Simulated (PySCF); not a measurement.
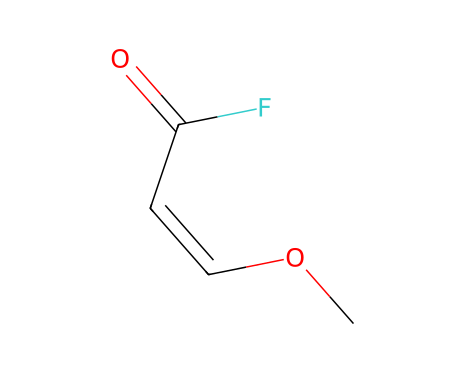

The computed structure is the end point of a GFN2-xTB optimisation. No frequency run is at hand to confirm it as a minimum. Level of theory: ωB97X-D/def2-SVPD, gas phase (PySCF 2.14.0). Excitations: vertical, linear response.

Computed properties:

The species is C4H5FO2 (`CO/C=C\C(=O)F`).
- dipole moment: 6.26 D
- HOMO energy (Kohn–Sham orbital): −9.42 eV
- LUMO energy (Kohn–Sham orbital): 0.19 eV
- HOMO–LUMO gap: 9.61 eV
- mean static polarisability: 61.8 bohr³
- lowest vertical singlet excitation: 5.44 eV
- its oscillator strength: 0.000
- brightest of the 8 lowest singlets: 5.69 eV
- its oscillator strength: 0.51
